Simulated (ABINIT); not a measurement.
## Quasiparticle gap of BAs (F-43m) in ABINIT

Wanted: ground state, empty states, screening and self-energy for BAs (F-43m).

Program: ABINIT 10.8.3. Level of theory: PBE and many-body steps on it, plane waves. Results are calculated unless marked as measured.

**The experiments to reproduce.**

- Gap 1.82 eV: indirect optical gap from absorption edge; UV-visible absorption; 300 K; bulk crystal (single crystal grown by chemical vapor transport) (“Basic Physical Properties of Cubic Boron Arsenide”, 2019, arxiv:1911.11281).

- Gap 4.12 eV: direct gap from square of absorption coefficient, average of two samples; spectroscopic ellipsometry; 300 K; bulk crystal (CVT-grown opaque bulk crystals) (“Optical properties of cubic boron arsenide”, 2019, arxiv:1911.04914).

- Gap 2.02 eV: indirect gap from square root of absorption coefficient, average of three samples; transmission and reflection spectroscopy; 300 K; bulk crystal (CVT-grown platelets about 10 um thick) (“Optical properties of cubic boron arsenide”, 2019, arxiv:1911.04914).

### Step 1. Set-up

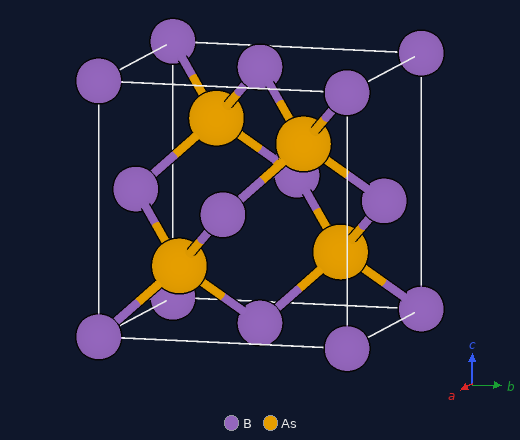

Start, viewed slightly off an axis; boron purple, arsenic orange. This picture shows the conventional cell, with its axes. Bonds to atoms that aren't drawn are left out. Some periodic images of atoms are drawn too.

The cell and positions come from the Crystallography Open Database and are kept as given unless a step says otherwise.

### Step 2. Ground state

This step: ABINIT 10.8.3; DFT, PBE with spin-orbit coupling, plane waves, norm-conserving pseudopotentials.

The ground-state density comes first.

run.abi

```
acell 3*1.0 Angstrom
rprim 
  -0.000000000000 2.388500000000 2.388500000000
  2.388500000000 -0.000000000000 2.388500000000
  2.388500000000 2.388500000000 -0.000000000000
ntypat 2
znucl 5 33
natom 2
typat 1 2
xred 
  0.000000000000 0.000000000000 0.000000000000
  0.250000000000 0.250000000000 0.250000000000
pp_dirpath "pseudos"
pseudos "B.upf, As.upf"
ecut 44
nspinor 2
ngkpt 6 6 6
nshiftk 1
shiftk 0 0 0
kptopt 1
chksymbreak 0
nband 36
occopt 1
tolvrs 1e-10
nstep 60
prtwf 0
optforces 0
optstress 0
indata_prefix "in"
outdata_prefix "out"
tmpdata_prefix "tmp"
```

Run with:

```sh
$ OMP_NUM_THREADS=1 mpirun -n 4 abinit run.abi > log
```

Numbers of over 12 decimals in the logs are rounded to 6 here.

Log:

```text
.Version 10.8.3 of ABINIT. v10.8.2 released Aug 2026.

 Symmetries : space group F-4 3 m (#216); Bravais cF (face-center cubic)
================================================================================
 Values of the parameters that define the memory need of the present run
     intxc =       0    ionmov =       0      iscf =       7    lmnmax =      13
     lnmax =      13     mgfft =      40  mpssoang =       5    mqgrid =    3001
     natom =       2  nloc_mem =       1    nspden =       1   nspinor =       2
    nsppol =       1      nsym =      24    n1xccc =    2501    ntypat =       2
    occopt =       1   xclevel =       2
-    mband =          36        mffmem =           1         mkmem =           4
       mpw =        2637          nfft =       64000          nkpt =          16
================================================================================
  Rough estimation (10% accuracy) of disk space for files :
================================================================================

--------------------------------------------------------------------------------
------------- Echo of variables that govern the present computation ------------
--------------------------------------------------------------------------------
 -outvars: echo values of preprocessed input variables --------
            acell      1.8897261259E+00  1.8897261259E+00  1.8897261259E+00 Bohr

      chksymbreak           0
             ecut      4.40000000E+01 Hartree
-          fftalg         312

              ixc     -101130
              kpt      0.00000000E+00  0.00000000E+00  0.00000000E+00
                       1.66666667E-01  0.00000000E+00  0.00000000E+00
                       3.33333333E-01  0.00000000E+00  0.00000000E+00
                       5.00000000E-01  0.00000000E+00  0.00000000E+00
                       1.66666667E-01  1.66666667E-01  0.00000000E+00
                       3.33333333E-01  1.66666667E-01  0.00000000E+00
                       5.00000000E-01  1.66666667E-01  0.00000000E+00
                      -3.33333333E-01  1.66666667E-01  0.00000000E+00
                      -1.66666667E-01  1.66666667E-01  0.00000000E+00
   [... 5 further rows ...]
                      -3.33333333E-01  3.33333333E-01  1.66666667E-01
                      -3.33333333E-01  5.00000000E-01  1.66666667E-01
         kptrlatt        6    0    0      0    6    0      0    0    6
          kptrlen      3.82992581E+01
P           mkmem           4
            natom           2
            nband          36
            ngfft          40      40      40
             nkpt          16
          nspinor           2
            nstep          60
             nsym          24
           ntypat           2
              occ      1.000000  1.000000  1.000000  1.000000  1.000000  1.000000
                       1.000000  1.000000  1.000000  1.000000  1.000000  1.000000
                       1.000000  1.000000  1.000000  1.000000  1.000000  1.000000
                       1.000000  1.000000  1.000000  1.000000  1.000000  1.000000
                       1.000000  1.000000  0.000000  0.000000  0.000000  0.000000
                       0.000000  0.000000  0.000000  0.000000  0.000000  0.000000
        optforces           0
        optstress           0
            prtwf           0
            rprim     -0.0000000000E+00  2.3885000000E+00  2.3885000000E+00
[...]
spgroup         216

           tolvrs      1.00000000E-10

             xred      0.0000000000E+00  0.0000000000E+00  0.0000000000E+00
[...]
znucl        5.00000   33.00000

================================================================================

 chkinp: Checking input parameters for consistency.

================================================================================
== DATASET  1 ==================================================================
-   mpi_nproc: 4, omp_nthreads: 1 (-1 if OMP is not activated)

--- !DatasetInfo
iteration_state: {dtset: 1, }
dimensions: {natom: 2, nkpt: 16, mband: 36, nsppol: 1, nspinor: 2, nspden: 1, mpw: 2637, }
cutoff_energies: {ecut:  44.0, pawecutdg:  -1.0, }
electrons: {nelect:   2.60000000E+01, charge:   0.00000000E+00, occopt:   1.00000000E+00, tsmear:   1.00000000E-02, }

 Real(R)+Recip(G) space primitive vectors, cartesian coordinates (Bohr,Bohr^-1):
 R(1)=  0.0000000  4.5136109  4.5136109  G(1)= -0.1107761  0.1107761  0.1107761
 R(2)=  4.5136109  0.0000000  4.5136109  G(2)=  0.1107761 -0.1107761  0.1107761
 R(3)=  4.5136109  4.5136109  0.0000000  G(3)=  0.1107761  0.1107761 -0.1107761
 Unit cell volume ucvol=  1.8390873E+02 bohr^3
 Angles (23,13,12)=  6.00000000E+01  6.00000000E+01  6.00000000E+01 degrees

 getcut: wavevector=  0.0000  0.0000  0.0000  ngfft=  40  40  40
         ecut(hartree)=     44.000   => boxcut(ratio)=   2.09860

--- Pseudopotential description ------------------------------------------------
- B Generated using ONCVPSP code by D. R. Hamann
-  5.00000   3.00000  180423                  znucl, zion, pspdat
12 -101130 1 -1 1534                          pspcod,pspxc,lmax,lloc,mmax
     nproj     2     2     0     0
     spin-orbit psp
        nprojso     3     0     0
  pspatm : epsatm=    3.38928266
         --- l  ekb(1:nproj) -->
[...]
spin-orbit 1    0.003240    0.000642   -0.000043
 pspatm: atomic psp has been read  and splines computed

- As Generated using ONCVPSP code by D. R. Hamann
- 33.00000  23.00000  180506                  znucl, zion, pspdat
12 -101130 2 -1 1358                          pspcod,pspxc,lmax,lloc,mmax
     nproj     2     2     2     0
     spin-orbit psp
        nprojso     4     3     0
  pspatm : epsatm=   24.77999478
         --- l  ekb(1:nproj) -->
[...]
2  -10.102843   -4.354352
  spin-orbit 1    0.215873    0.096617   -0.000767   -0.000075
  spin-orbit 2    0.018130    0.013569   -0.000026
 pspatm: atomic psp has been read  and splines computed

   7.32401213E+02                                ecore*ucvol(ha*bohr**3)
--------------------------------------------------------------------------------

_setup2: Arith. and geom. avg. npw (full set) are    2564.931    2564.906

================================================================================

--- !BeginCycle
iteration_state: {dtset: 1, }
solver: {iscf: 7, nstep: 60, nline: 4, wfoptalg: 0, }
tolerances: {tolvrs: 1.00E-10, }

     iter   Etot(hartree)      deltaE(h)  residm     vres2
 ETOT  1  -307.10528142915    -3.071E+02 1.301E+00 2.211E+02
 ETOT  2  -308.13816992329    -1.033E+00 4.246E-02 1.037E+02
 ETOT  3  -308.15081987799    -1.265E-02 5.551E-03 1.633E+00
 ETOT  4  -308.15097812823    -1.583E-04 1.392E-03 4.172E-02
 ETOT  5  -308.15099480717    -1.668E-05 1.364E-03 1.457E-02
 ETOT  6  -308.15099641112    -1.604E-06 3.465E-04 6.448E-04
 ETOT  7  -308.15099645637    -4.525E-08 3.204E-04 8.371E-06
 ETOT  8  -308.15099645702    -6.472E-10 6.716E-05 7.302E-08
 ETOT  9  -308.15099645702     5.230E-12 6.575E-05 1.337E-09
 ETOT 10  -308.15099645700     1.728E-11 1.238E-05 9.981E-12

 At SCF step   10       vres2   =  9.98E-12 < tolvrs=  1.00E-10 =>converged.

--- !ResultsGS
iteration_state: {dtset: 1, }
comment   : Summary of ground state results
lattice_vectors:
- [ -0.0000000,   4.5136109,   4.5136109, ]
- [  4.5136109,  -0.0000000,   4.5136109, ]
- [  4.5136109,   4.5136109,  -0.0000000, ]
lattice_lengths: [   6.38321,    6.38321,    6.38321, ]
lattice_angles: [ 60.000,  60.000,  60.000, ] # degrees, (23, 13, 12)
lattice_volume:   1.8390873E+02
convergence: {deltae:  1.728E-11, res2:  9.981E-12, residm:  1.238E-05, diffor:  0.000E+00, }
etotal    :  -3.08150996E+02
entropy   :   0.00000000E+00
fermie    :   2.96606879E-01
cartesian_stress_tensor: null
pressure_GPa: null
xred      :
- [  0.0000E+00,   0.0000E+00,   0.0000E+00,  B]
- [  2.5000E-01,   2.5000E-01,   2.5000E-01, As]
cartesian_forces: null
force_length_stats: {min: null, max: null, mean: null, }

 Integrated electronic density in atomic spheres:
 ------------------------------------------------
 Atom  Sphere_radius  Integrated_density
    1        2.00000          2.57286964
    2        2.00000         20.47871560
================================================================================

 ----iterations are completed or convergence reached----

 Mean square residual over all n,k,spin=   35.761E-09; max=  12.381E-06
 reduced coordinates (array xred) for    2 atoms
       0.000000000000      0.000000000000      0.000000000000
       0.250000000000      0.250000000000      0.250000000000
 rms dE/dt=  0.0000E+00; max dE/dt=  0.0000E+00; dE/dt below (all hartree)
    1       0.000000000000      0.000000000000      0.000000000000
    2       0.000000000000      0.000000000000      0.000000000000

 cartesian coordinates (angstrom) at end:
    1      0.000000     0.000000     0.000000
    2      1.194250     1.194250     1.194250
 length scales=  1.889726125908  1.889726125908  1.889726125908 bohr
              =  1.000000000000  1.000000000000  1.000000000000 angstroms
 prteigrs : about to open file out_EIG
 Fermi (or HOMO) energy (hartree) =   0.29661   Average Vxc (hartree)=  -0.41176
 Eigenvalues (hartree) for nkpt=  16  k points:
 kpt#   1, nband= 36, wtk=  0.00463, kpt=  0.0000  0.0000  0.0000 (reduced coord)
  -6.52185   -6.52185   -4.56520   -4.56520   -4.38063   -4.38063   -4.38063   -4.38063
  -1.03954   -1.03954   -1.03954   -1.03954   -1.01315   -1.01315   -1.01268   -1.01268
  -1.01268   -1.01268   -0.27179   -0.27179    0.28900    0.28900    0.29661    0.29661
   0.29661    0.29661    0.40986    0.40986    0.41772    0.41772    0.41772    0.41772
   0.46635    0.46635    0.64686    0.64686
 prteigrs : prtvol=0 or 1, do not print more k-points.

--- !EnergyTerms
iteration_state     : {dtset: 1, }
comment             : Components of total free energy in Hartree
kinetic             :  1.38332159241425E+02
hartree             :  1.24487886356308E+02
xc                  : -2.88985118533825E+01
Ewald energy        : -1.42752833839720E+02
psp_core            :  3.98241688469668E+00
local_psp           : -3.25884592176885E+02
non_local_psp       : -7.74175210694404E+01
total_energy        : -3.08150996456998E+02
total_energy_eV     : -8.38521578667530E+03
band_energy         : -4.95063679260714E+01

== END DATASET(S) ==============================================================
================================================================================

 -outvars: echo values of variables after computation  --------
           etotal     -3.0815099646E+02
            nband          36
             nkpt          16
          spgroup         216
 [... the other variables as echoed above ...]

 Calculation completed.
```

The job ended after 58 s (4 MPI ranks of Arm Neoverse N1, shared host; peak memory 0.33 GiB).

This step gave:

| Quantity | Value |
| --- | --- |
| total energy | -8385.2158 eV |
| gap | 1.226 eV |
| k of the valence top | 0, 0, 0 |
| k of the conduction bottom | 0.3333, 0.3333, 0 |
| least direct gap | 3.082 eV |

The gap is indirect, with the least direct gap 1.86 eV higher.

(Continued in part 2 of 3.)

[Paths, hosts, dates, memory and timing lines, banners, echoed tables and standing remarks are left out of the program output.]

[Logs are printed without paths, hosts, clocks, repeated set-up lines and the standing remarks that a program may print on its own settings, such as how far it seeks lower states.]

[Runs of the session that timed out or met a known fault of the program may be left out.]

[Hosts, paths, dates, database ids (printed as entryN), source tags and the programs' standing remarks are cut or masked in the printed files.]

[G0W0 gaps are taken among the corrected bands and points alone; a level outside them can change the order at an edge.]

[Where Ansatz stands beside ABINIT at settings called matched, ABINIT's density can come from a denser mesh and the files from another edition; pairs whose starting gaps differed by over 0.03 eV were left out, so agreement reads better than it is.]
